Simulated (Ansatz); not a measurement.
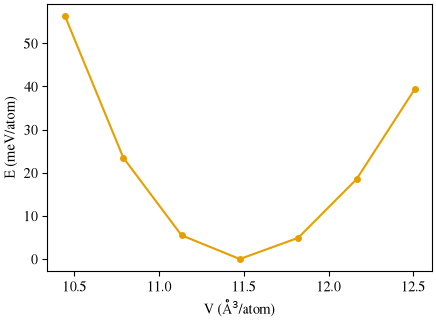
Cu (hcp (Mg type), space group No. 194) under volume change, the program Ansatz at the r²SCAN level (PAW), shape and atoms relaxed at each volume.

Question: What does a third-order Birch–Murnaghan fit give for V₀, B₀ and B′?

Answer: V₀ = 11.48 Å³/atom, B₀ = 161 GPa, B′ = 5.0.

Space group P6_3/mmc (hcp (Mg type)). The workflow started from a Materials Project entry (that database holds measured and hypothetical structures alike); the Crystallography Open Database copy checked does not list it. It is not the phase usual at ambient conditions (space group No. 225). Symmetry was held in the r²SCAN relaxation; of distortions, only those at the zone centre were tested. No spin polarisation was allowed.

Potentials: the earlier of the program's two PAW sets.
